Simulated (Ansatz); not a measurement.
Take Al2O3 in the corundum structure (space group R-3c, No. 167; a = 4.809 Å, c = 13.124 Å (hexagonal axes)) as the base. Axes: x lies along a and z along c of the hexagonal cell.

Modification: biaxial strain −2.25 %, plane normal [001], relaxed out of plane (Cartesian); in-plane vectors clamped, the third vector and the atoms free.

Level of theory: Ansatz (a program for electronic structure), PBE, PAW, cutoff 420 eV, scalar-relativistic without spin-orbit coupling.

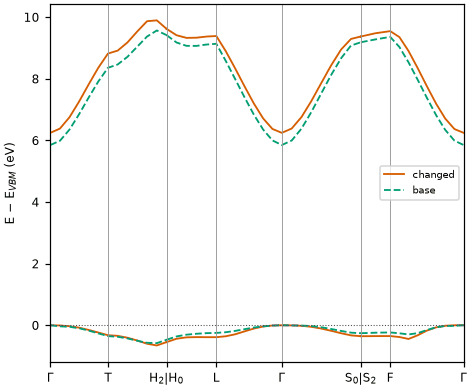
Fig. 1. Highest valence and lowest conduction band along the path, each from its own valence-band maximum

Question: Read the changed gap and its character from the plot.

Answer: About 6.2 eV, direct at Γ.

No phonon test of stability was made.
